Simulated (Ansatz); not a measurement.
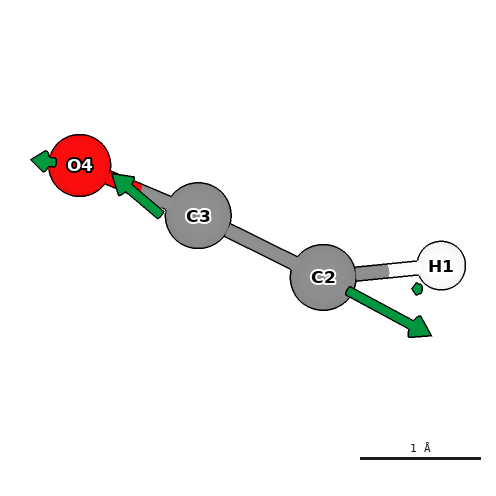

Arrows show the forces on the atoms, 0.3 Å of arrow for 1 eV/Å; forces under a tenth of the largest aren't drawn. State: neutral, doublet. Level of theory: U-MP2 (3 frozen)/def2-SVP (Ansatz).

**On which atom is the force largest, and how large is it?**

On C2: 2.88 eV/Å.

**Along which bond is the force strongest?**

C2–C3, now 1.262 Å: the forces push its atoms apart, so a first step downhill lengthens it.

List the force components in the frame of the picture (x right, y up, z towards the viewer), in eV/Å.

```json
{"atom": "H1", "Fx": "−0.27", "Fy": "0.01", "Fz": "0.13"}
{"atom": "C2", "Fx": "2.36", "Fy": "−1.27", "Fz": "−1.04"}
{"atom": "C3", "Fx": "−1.40", "Fy": "1.19", "Fz": "0.54"}
{"atom": "O4", "Fx": "−0.69", "Fy": "0.08", "Fz": "0.36"}
```
